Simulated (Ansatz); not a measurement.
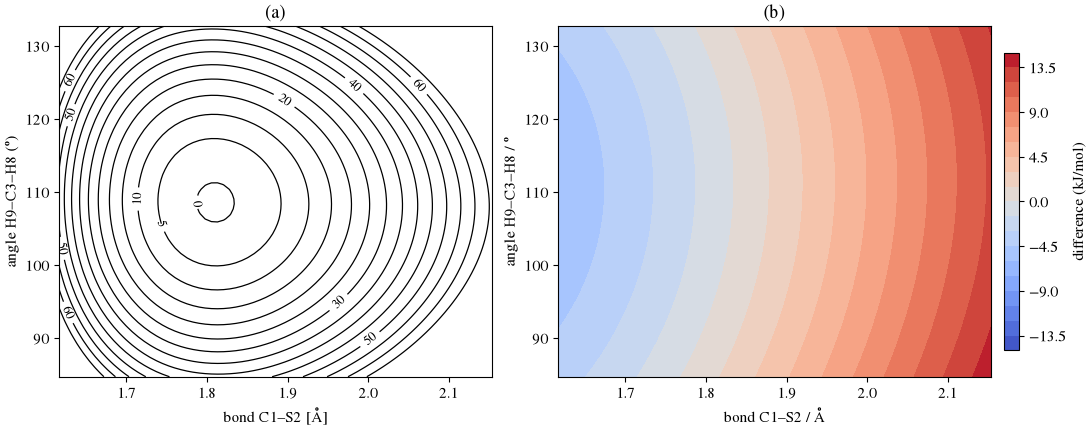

C2H6S, SMILES CSC. Two internal coordinates are moved rigidly from the geometry relaxed at PBE0-D4/def2-TZVP, all others fixed. Coordinates scanned: (1) bond C1–S2; (2) angle H9–C3–H8. The grid has 7 × 7 points. Energies are in kJ/mol, from each map's own lowest point. Level of theory: Ansatz, RKS PBE-D4/def2-TZVPP.

Panel (a): RKS PBE-D4/def2-TZVPP (Ansatz 0.2.0). Panel (b): the map at Ansatz, RKS PBE0-D4/def2-TZVPP less the map of (a), each from its own lowest point.

**How does the change of method alter the landscape?**

The difference runs from −6 kJ/mol at bond C1–S2 = 1.616 Å, angle H9–C3–H8 = 108.7° to 14 kJ/mol at bond C1–S2 = 2.154 Å, angle H9–C3–H8 = 84.7°. The interpolated minimum moves from 1.8108 to 1.7950 Å in bond C1–S2 and 108.58 to 108.72° in angle H9–C3–H8.
